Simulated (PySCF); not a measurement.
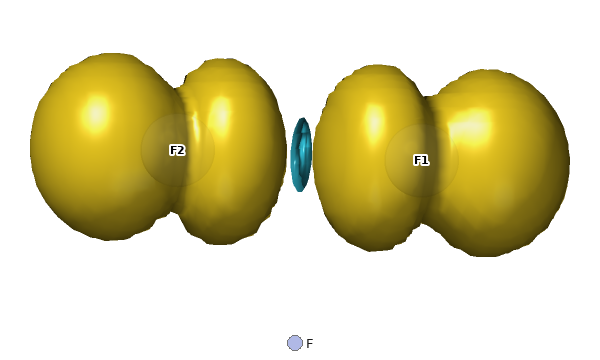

F$_{2}$ (charge −1, doublet). Isosurfaces of the spin density (α minus β) at +0.02 (yellow) and −0.02 e/Å³ (cyan), seen from one side.

Method: PySCF, PBE0/aug-pcseg-1, non-relativistic, at a bond length of 2.010 Å.

Describe the spin distribution.

The unpaired spin (1 electron) lies mostly on F1 (about 0.5) and F2 (about 0.5), in electrons by Hirshfeld's partition.
